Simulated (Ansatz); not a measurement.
Formation energy of the localised charge states of Si_Ca+V_O in rock-salt CaO (start: the Ca site; O 2.42 Å away; 64-site cell, 2×2×2 shifted sampling) against the Fermi level, O-rich (Δμ(Ca) = -5.89 eV, Δμ(O) = 0.00 eV, Δμ(Si) = -8.35 eV, bounded by alpha cristobalite; only phases computed here count, gases as isolated molecules at 0 K). These are PBE, PAW (plane waves to 420 eV; Ansatz, a quantum-chemistry and plane-wave program) values and carry that method's errors.

Charges with a result: +2, +1, 0, −1. Others weren't obtained, and one of them could lie lower, also by skipping a charge.

Details: 64-site cell; 2×2×2 shifted k-points; host gap 3.66 eV; charged states image-corrected; energies good to tenths of an eV; flagged in the runs: a strain field that reaches the edge of the cell.

Left out: charge −1 (carrier in host band states).

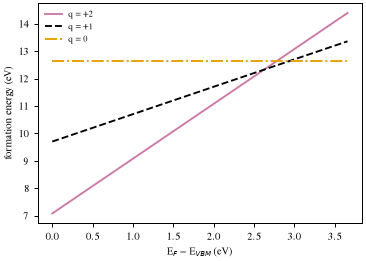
Figure: Formation energy of each charge state against the Fermi level

Crossings of the lowest lines: (+2/+1) at 2.62 eV; (+1/0) at 2.93 eV. At the valence-band maximum: q = +2: 7.08 eV; q = +1: 9.70 eV; q = 0: 12.63 eV.
